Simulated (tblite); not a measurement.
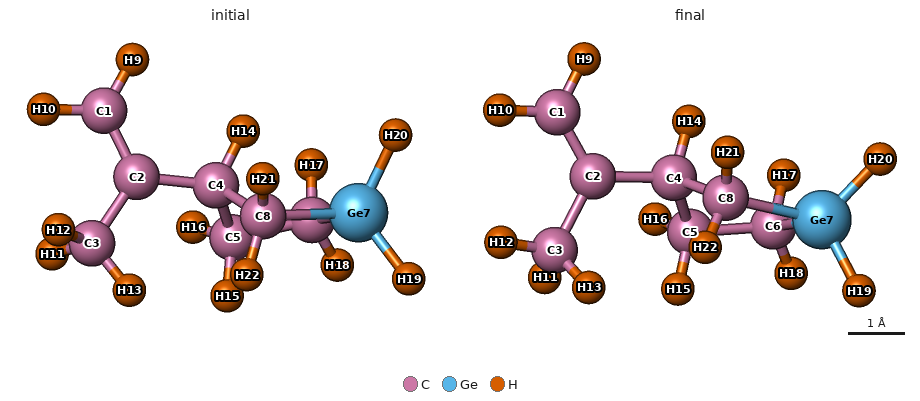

The structure of C₇H₁₄Ge before (left) and after (right) a relaxation, at one scale.

Style: ball-and-stick. Shown at a tilt.

Theory: GFN2-xTB geometry optimisation, gas phase in tblite 0.8.0. 

> What changed between the two?

The energy falls by 56.3 kJ/mol in 120 geometry steps. The atom that moves furthest after the best rigid fit is H11 (0.76 Å). By element the largest moves are H 0.76 Å, C 0.34 Å, Ge 0.14 Å. Among the contacts that change: C2–C4 1.458 → 1.506 Å, Ge7–H20 1.552 → 1.506 Å, C3–H11 1.125 → 1.090 Å, C1–H10 1.109 → 1.077 Å. Bond angles that change, for instance: C4–C8–Ge7 94.5° → 103.0°, H19–Ge7–H20 114.2° → 106.3°, H21–C8–H22 114.8° → 107.4°. Groups turn about C2–C3 by about 40°.
